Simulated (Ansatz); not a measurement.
# CH7AsOSn: inversion of the pyramid at As1, part 2 of 2

Aim: the minimum-energy path and barrier of the inversion of the pyramid at As1. The ends are relaxed first, then joined by a nudged elastic band. SMILES of the start: [AsH2]C[O][SnH3].

Ansatz 0.2.0; RKS PBE/def2-SVP.

**6. The band, image by image**

The 7 inner images lie between the fixed ends 0 and 8. Energy is taken from image 0, and the path length is the program's own coordinate along the band.

```tsv
image	path (Å)	energy (eV)	sum of angles at As1 (°)	band force (eV/Å)
0	0.000	0.0000	279.3	-
1	0.635	0.0123	280.4	0.029
2	1.270	0.0442	282.8	0.034
3	1.905	0.2744	311.5	0.041
4*	2.539	1.6587	359.9	0.027
5	3.011	0.6398	334.1	0.037
6	3.482	0.1102	298.8	0.048
7	3.954	-0.0241	284.3	0.017
8	4.425	-0.0509	278.2	-
```

The star marks the climbing image.

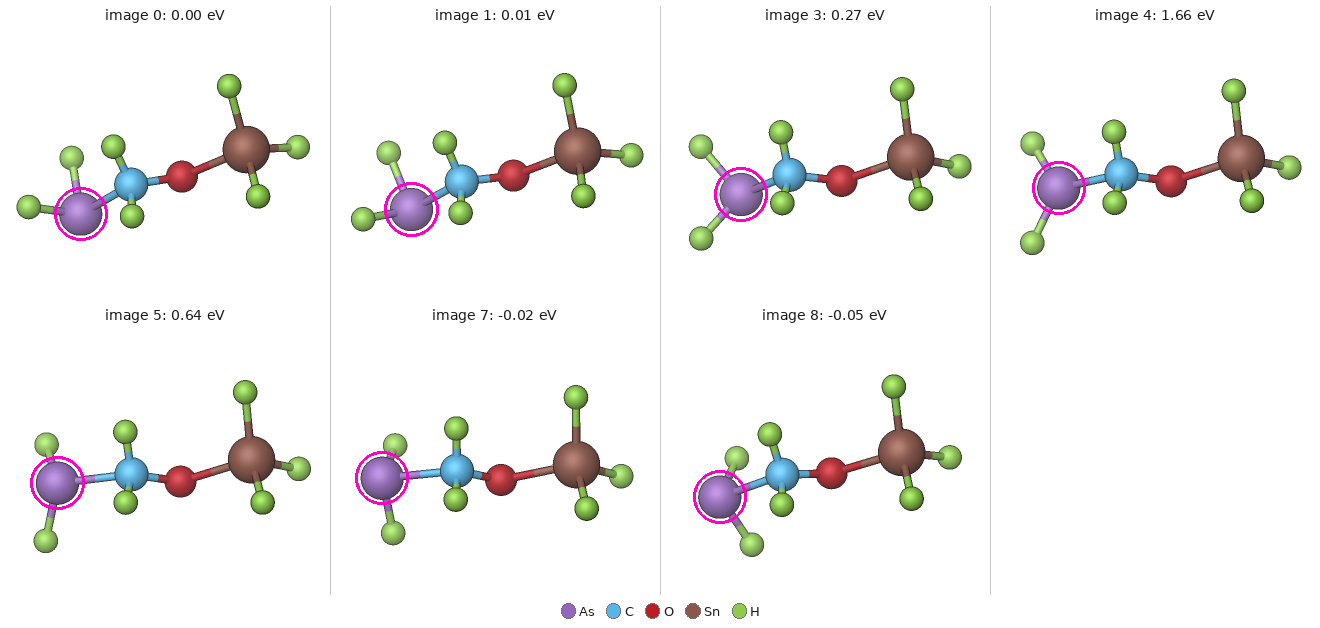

The images of the last band, seen from a chosen angle. Ringed: As1. Sticks join atoms closer than a bonding distance in each image.

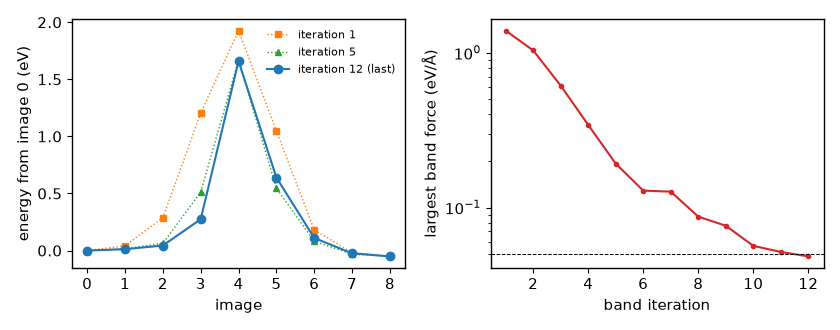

Left: energy of each image for early iterations and the last one (lines only join the points; early values far above the last band run off the scale). Right: the largest band force by iteration, with the threshold dashed.

How the highest energy settled:

```tsv
iteration	highest image above image 0 (eV)	largest band force (eV/Å)
1	1.9266	1.390
2	1.7017	1.036
3	1.6706	0.613
4	1.6800	0.342
5	1.6691	0.192
6	1.6658	0.129
7	1.6622	0.127
8	1.6612	0.087
9	1.6601	0.076
10	1.6596	0.057
11	1.6594	0.052
12	1.6587	0.048
```

The band as a trajectory file:

```xyz
11
image=0 dE=0.0000
As   -0.887    2.436    0.191
C     0.226    0.751    0.170
O    -0.681   -0.317    0.098
Sn    0.008   -2.225    0.119
H     0.326    3.371   -0.028
H    -1.170    2.397   -1.324
H     0.942    0.790   -0.685
H     0.828    0.768    1.113
H     1.033   -2.429   -1.262
H     0.884   -2.453    1.596
H    -1.443   -3.144    0.034
11
image=1 dE=0.0123
As   -0.949    2.405    0.067
C     0.181    0.731    0.088
O    -0.715   -0.352    0.075
Sn    0.004   -2.248    0.167
H     0.255    3.352    0.281
H    -0.873    2.613   -1.460
H     0.879    0.745   -0.784
H     0.804    0.790    1.015
H     0.921   -2.540   -1.273
H     0.994   -2.368    1.583
H    -1.436   -3.185    0.261
11
image=2 dE=0.0442
As   -0.981    2.370   -0.124
C     0.189    0.720    0.008
O    -0.699   -0.354    0.191
Sn   -0.019   -2.265    0.248
H     0.044    3.336    0.509
H    -0.530    2.782   -1.543
H     0.809    0.640   -0.918
H     0.890    0.874    0.865
H     0.830   -2.564   -1.232
H     1.018   -2.442    1.625
H    -1.484   -3.155    0.391
11
image=3 dE=0.2744
As   -0.872    2.304   -0.278
C     0.355    0.704   -0.046
O    -0.588   -0.308    0.228
Sn   -0.079   -2.268    0.308
H    -0.319    3.407    0.648
H    -0.511    2.923   -1.643
H     0.950    0.517   -0.973
H     1.076    0.868    0.792
H     0.733   -2.656   -1.172
H     0.934   -2.519    1.690
H    -1.613   -3.030    0.466
11
image=4 dE=1.6587
As   -0.332    2.442   -0.376
C     0.377    0.650   -0.040
O    -0.624   -0.285    0.223
Sn   -0.135   -2.262    0.331
H    -0.494    3.451    0.714
H    -0.681    2.907   -1.753
H     0.984    0.433   -0.953
H     1.091    0.806    0.806
H     0.695   -2.677   -1.132
H     0.863   -2.517    1.725
H    -1.678   -3.004    0.475
11
image=5 dE=0.6398
As    0.089    2.585   -0.460
C     0.364    0.649   -0.042
O    -0.656   -0.259    0.215
Sn   -0.189   -2.246    0.350
H    -0.583    3.374    0.665
H    -0.746    2.831   -1.716
H     0.993    0.397   -0.939
H     1.087    0.780    0.807
H     0.654   -2.692   -1.099
H     0.795   -2.507    1.753
H    -1.742   -2.969    0.486
11
image=6 dE=0.1102
As    0.296    2.644   -0.518
C     0.451    0.676   -0.066
O    -0.661   -0.142    0.168
Sn   -0.270   -2.147    0.366
H    -0.652    3.157    0.584
H    -0.784    2.633   -1.619
H     1.070    0.335   -0.936
H     1.146    0.732    0.811
H     0.585   -2.657   -1.056
H     0.707   -2.414    1.777
H    -1.823   -2.873    0.509
11
image=7 dE=-0.0241
As    0.302    2.633   -0.559
C     0.569    0.689   -0.103
O    -0.597   -0.052    0.121
Sn   -0.329   -2.058    0.392
H    -0.699    2.931    0.572
H    -0.827    2.401   -1.580
H     1.179    0.307   -0.962
H     1.253    0.721    0.784
H     0.497   -2.643   -1.015
H     0.637   -2.288    1.813
H    -1.917   -2.698    0.559
11
image=8 dE=-0.0509
As   -0.244    2.692   -0.198
C     0.525    0.838   -0.053
O    -0.478   -0.134   -0.004
Sn    0.023   -2.098    0.157
H    -1.288    2.440    0.905
H    -1.242    2.289   -1.298
H     1.209    0.738   -0.933
H     1.175    0.864    0.858
H     0.965   -2.523   -1.234
H     0.935   -2.295    1.617
H    -1.514   -2.869    0.203
```

**7. Frequencies at the highest image**

The geometry is the highest inner image of the first converged band.

Input file input.yaml:

```yaml
crystal:
  periodic: [false, false, false]
  atoms:
    - { symbol: As, position_ang: [-0.332437, 2.441809, -0.376245] }
    - { symbol: C, position_ang: [0.377263, 0.650232, -0.039659] }
    - { symbol: O, position_ang: [-0.623927, -0.284585, 0.223152] }
    - { symbol: Sn, position_ang: [-0.135013, -2.261918, 0.331284] }
    - { symbol: H, position_ang: [-0.494168, 3.450537, 0.714241] }
    - { symbol: H, position_ang: [-0.681292, 2.906789, -1.752632] }
    - { symbol: H, position_ang: [0.984277, 0.432545, -0.953081] }
    - { symbol: H, position_ang: [1.090766, 0.806084, 0.805743] }
    - { symbol: H, position_ang: [0.695444, -2.67702, -1.132066] }
    - { symbol: H, position_ang: [0.862749, -2.51688, 1.724784] }
    - { symbol: H, position_ang: [-1.67836, -3.004492, 0.47508] }
basis:
  gaussian: { orbitals: def2-SVP }
hamiltonian:
  xc: pbe
phonons: {}
```

Launch:

```
ansatz run input.yaml --threads 2 --pin off --max-ram 3072MiB --backend cpu --events-out ev --progress --plain --runs-dir out
```

What it wrote (excerpt; [...] marks lines left out):

```text
Warning: RAYON_NUM_THREADS=2 ignored (pool sized by the plan → 2); use --threads N
[...]
Functional definition: PBE
[...]
1361 factors; their error is unknown
[...]
mean field -69844.86385368 eV, -2566.7514040736 hartree, gradient 1.7e-5 eV, S^2 0.000000; 0 other end points of the search recorded, 0 dependent functions left out
[...]
reference -69844.86389867 eV, -2566.7514057269 hartree; 38, 38 occupied and 83, 83 virtual orbitals, 1361 factors
[...]
1361 factors; their error is unknown
mean field -69844.86386151 eV, -2566.7514043615 hartree, gradient 2.2e-6 eV, S^2 0.000000; 0 other end points of the search recorded, 0 dependent functions left out
[...]
reference -69844.86390650 eV, -2566.7514060148 hartree; 38, 38 occupied and 83, 83 virtual orbitals, 1361 factors
[...]
1361 factors; their error is unknown
mean field -69844.86388707 eV, -2566.7514053008 hartree, gradient 2.7e-6 eV, S^2 0.000000; 0 other end points of the search recorded, 0 dependent functions left out
[...]
reference -69844.86393206 eV, -2566.7514069540 hartree; 38, 38 occupied and 83, 83 virtual orbitals, 1361 factors
[...]
WARN: phonons: 3 modes above zero are rigid motions of the cell's bodies and no vibrations: the zero-point energy, free energy, entropy and heat capacity leave them out. With what each would have added to F at 1000 K, by the weight of its row in the mesh: 1.49 cm⁻¹ (-0.530 eV; rigid [...]
WARN: phonons: modes at or below zero, which the zero-point energy, F, S and C_V leave out: 1, the lowest at -882.94 cm⁻¹. A minimum has none, and a first-order saddle one
[...]
Atom 1 at     0.377263     0.650232    -0.039659 Å, force    -0.010642    -0.026763    -0.013093 eV/Å
Atom 2 at    -0.623927    -0.284585     0.223152 Å, force     0.022350     0.026555    -0.011142 eV/Å
Atom 3 at    -0.135013    -2.261918     0.331284 Å, force    -0.010591    -0.002998     0.004035 eV/Å
Atom 4 at    -0.494168     3.450537     0.714241 Å, force     0.002719    -0.014556    -0.011379 eV/Å
Atom 5 at    -0.681292     2.906789    -1.752632 Å, force     0.000444     0.001707     0.009328 eV/Å
Atom 6 at     0.984277     0.432545    -0.953081 Å, force    -0.005108     0.000274     0.013917 eV/Å
Atom 7 at     1.090766     0.806084     0.805743 Å, force    -0.001939     0.005676     0.003730 eV/Å
Atom 8 at     0.695444    -2.677020    -1.132066 Å, force     0.002502    -0.003034     0.008796 eV/Å
Atom 9 at     0.862749    -2.516880     1.724784 Å, force     0.008529     0.001897    -0.007932 eV/Å
Atom 10 at    -1.678360    -3.004492     0.475080 Å, force    -0.003163    -0.003298    -0.001584 eV/Å
Dipole moment:     0.249692    -0.343231     0.006389 e Å
Vibrations: -882.94 25.99 91.78 118.22 176.64 198.07 418.86 457.66 468.40 548.42 635.35 647.87 667.70 680.14 862.56 868.82 1049.69 1192.49 1220.23 1396.85 1828.76 1846.40 1899.56 2306.40 2359.61 2896.18 2945.51 cm⁻¹, zero-point energy 1.723889 eV
```

Run time: 72 s. Hardware: 2 threads of Intel Xeon Platinum 8488C (Sapphire Rapids), shared host; peak memory 0.18 GiB.

Of 27 modes, 1 is imaginary by more than 30 cm⁻¹ (883i cm⁻¹).

**8. The band again, with other settings**

crystal.atoms is end A as relaxed above, and neb.final_atoms is end B, turned to lie on A. With 7 inner images the band has 9 in all.

Input file input.yaml:

```yaml
crystal:
  periodic: [false, false, false]
  atoms:
    - { symbol: As, position_ang: [-0.886533, 2.435583, 0.190675] }
    - { symbol: C, position_ang: [0.225885, 0.750749, 0.170086] }
    - { symbol: O, position_ang: [-0.681399, -0.31744, 0.09763] }
    - { symbol: Sn, position_ang: [0.007753, -2.225481, 0.11889] }
    - { symbol: H, position_ang: [0.325868, 3.370936, -0.028419] }
    - { symbol: H, position_ang: [-1.170446, 2.396766, -1.324253] }
    - { symbol: H, position_ang: [0.942433, 0.790105, -0.684945] }
    - { symbol: H, position_ang: [0.828298, 0.767649, 1.113027] }
    - { symbol: H, position_ang: [1.033131, -2.42877, -1.262396] }
    - { symbol: H, position_ang: [0.88367, -2.452589, 1.596051] }
    - { symbol: H, position_ang: [-1.443359, -3.144408, 0.034254] }
basis:
  gaussian: { orbitals: def2-SVP }
hamiltonian:
  xc: pbe
neb:
  order_check: false
  images: 7
  f_tol: 0.05
  max_iterations: 60
  initial_path: idpp
  spring: 50.0
  final_atoms:
    - { symbol: As, position_ang: [-0.12616322, 2.69918419, -0.21112248] }
    - { symbol: C, position_ang: [0.56021843, 0.81624085, -0.03417839] }
    - { symbol: O, position_ang: [-0.48240318, -0.11405336, -0.02236574] }
    - { symbol: Sn, position_ang: [-0.06839417, -2.09679849, 0.16088154] }
    - { symbol: H, position_ang: [-1.22214579, 2.49283627, 0.85055295] }
    - { symbol: H, position_ang: [-1.09714431, 2.33398303, -1.34911353] }
    - { symbol: H, position_ang: [1.27361794, 0.68623187, -0.8870003] }
    - { symbol: H, position_ang: [1.17576927, 0.81888532, 0.90090217] }
    - { symbol: H, position_ang: [0.90898502, -2.56321103, -1.19179174] }
    - { symbol: H, position_ang: [0.7787215, -2.32528547, 1.65520013] }
    - { symbol: H, position_ang: [-1.6357605, -2.80491319, 0.14863539] }
```

Launch:

```
ansatz run input.yaml --threads 2 --pin off --max-ram 3072MiB --backend cpu --events-out ev --progress --plain --runs-dir out
```

What it wrote (excerpt; [...] marks lines left out):

```text
Warning: RAYON_NUM_THREADS=2 ignored (pool sized by the plan → 2); use --threads N
[...]
[... 1 set-up line as earlier in the session ...]
[...]
1361 factors; their error is unknown
[...]
mean field -69846.52255419 eV, -2566.8123601930 hartree, gradient 1.1e-5 eV, S^2 0.000000; 0 other end points of the search recorded, 0 dependent functions left out
[...]
reference -69846.52259891 eV, -2566.8123618365 hartree; 38, 38 occupied and 83, 83 virtual orbitals, 1361 factors
1361 factors; their error is unknown
[...]
mean field -69846.57340903 eV, -2566.8142290741 hartree, gradient 3.7e-5 eV, S^2 0.000000; 0 other end points of the search recorded, 0 dependent functions left out
[...]
reference -69846.57345289 eV, -2566.8142306858 hartree; 38, 38 occupied and 83, 83 virtual orbitals, 1361 factors
NEB end point (image 0): max|allowed force component| = 7.602e-3 eV/Å (the criterion of neb.relax_end_points is 1.000e-2)
[...]
Atom 1 at     0.377418     0.650450    -0.038996 Å, force    -0.010658    -0.027479    -0.013057 eV/Å
Atom 2 at    -0.623601    -0.284217     0.225239 Å, force     0.022680     0.027245    -0.011489 eV/Å
Atom 3 at    -0.135235    -2.261761     0.331741 Å, force    -0.010054    -0.004024     0.002551 eV/Å
Atom 4 at    -0.494547     3.451154     0.713312 Å, force     0.003199    -0.015305    -0.012227 eV/Å
Atom 5 at    -0.681065     2.905905    -1.753385 Å, force     0.000488     0.001796     0.009753 eV/Å
Atom 6 at     0.983833     0.432125    -0.952686 Å, force    -0.005521     0.000337     0.014364 eV/Å
Atom 7 at     1.091440     0.806779     0.805846 Å, force    -0.001737     0.006013     0.003853 eV/Å
Atom 8 at     0.694674    -2.675977    -1.132097 Å, force     0.003194    -0.002531     0.007318 eV/Å
Atom 9 at     0.863628    -2.518785     1.724074 Å, force     0.007040     0.002316    -0.006914 eV/Å
Atom 10 at    -1.678717    -3.004350     0.474163 Å, force    -0.002905    -0.002750     0.000019 eV/Å
Dipole moment:     0.249489    -0.342927     0.006328 e Å
this run last wrote the band of iteration 12 to <dir>
```

It took 2.6 min on 2 threads of Intel Xeon Platinum 8488C (Sapphire Rapids), shared host; peak memory 0.19 GiB.

**9. The band, image by image**

Images 0 and 8 are the ends. Energies count from image 0; the path length is the program's own measure over all atoms.

```tsv
image	path (Å)	energy (eV)	sum of angles at As1 (°)	band force (eV/Å)
0	0.000	0.0000	279.3	-
1	0.636	0.0124	280.4	0.034
2	1.271	0.0441	282.7	0.048
3	1.907	0.2730	311.4	0.043
4*	2.542	1.6587	359.9	0.028
5	3.014	0.6392	334.1	0.040
6	3.486	0.1100	298.8	0.049
7	3.958	-0.0242	284.3	0.018
8	4.430	-0.0509	278.2	-
```

The star marks the climbing image.

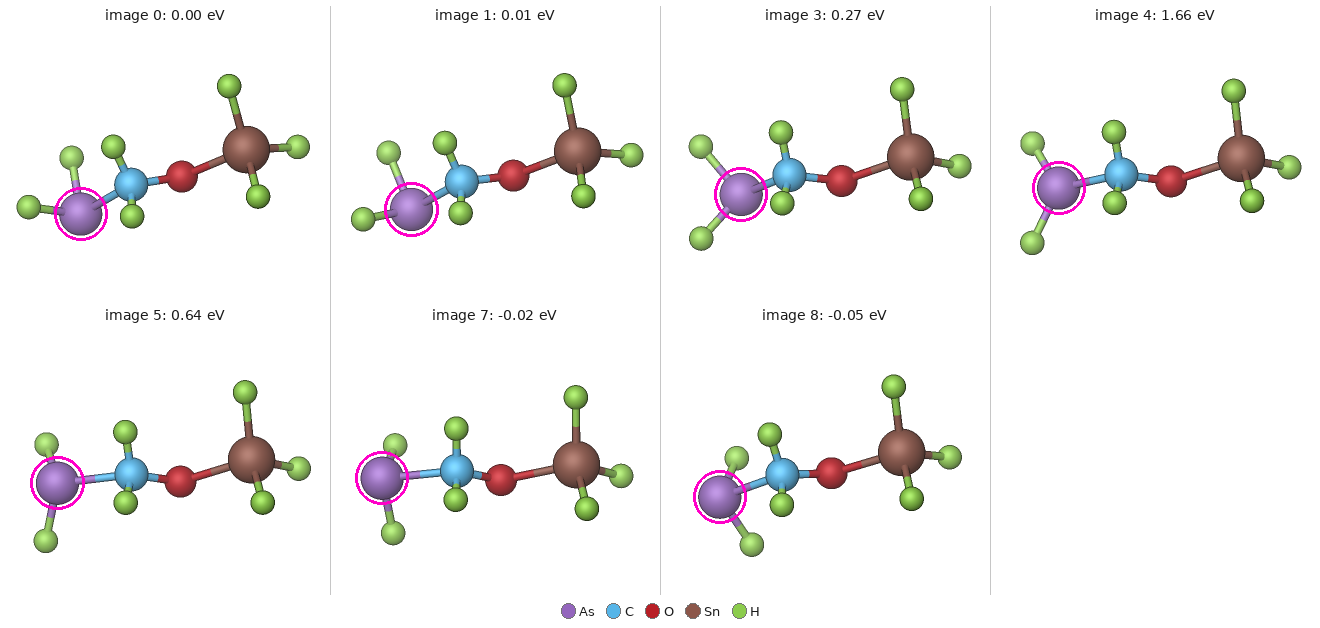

Snapshots along the band, viewed from a chosen angle. Ringed: As1. Sticks join atoms closer than a bonding distance in each image.

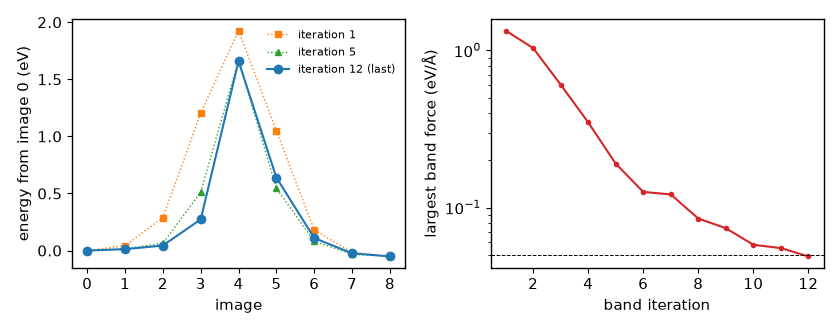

Left: energy of each image for early iterations and the last one (lines only join the points; early values far above the last band run off the scale). Right: the largest band force by iteration, with the threshold dashed.

**10. Summary of results**

This closing draws on all 2 parts.

| quantity | value |
| --- | --- |
| end A | 7 moves, 0.328 eV lower |
| end B | 20 moves, 0.488 eV lower |
| first band: barrier forwards | 1.66 eV |
| first band: barrier backwards | 1.71 eV |
| first band: second end relative to first | -0.051 eV |
| first band: highest image | 4 of 0 to 8, climbing |
| first band: band iterations | 12 |
| imaginary modes at the top | 883i cm⁻¹ |
| second band | top 1.659 eV above image 0, 12 iterations, 7 inner images |
| time, first and second band | 2.5 min and 2.6 min |

**Reading.** In the first band: along this path the system climbs 1.66 eV from the first end (64 kT at 300 K). The second end lies 0.051 eV below the first, so the way back costs 1.71 eV. One imaginary mode, as a first-order saddle point has. The second band's top agrees with the first's to 1 meV, so the changed settings hardly move the height. Zero-point energy and entropy are left out.
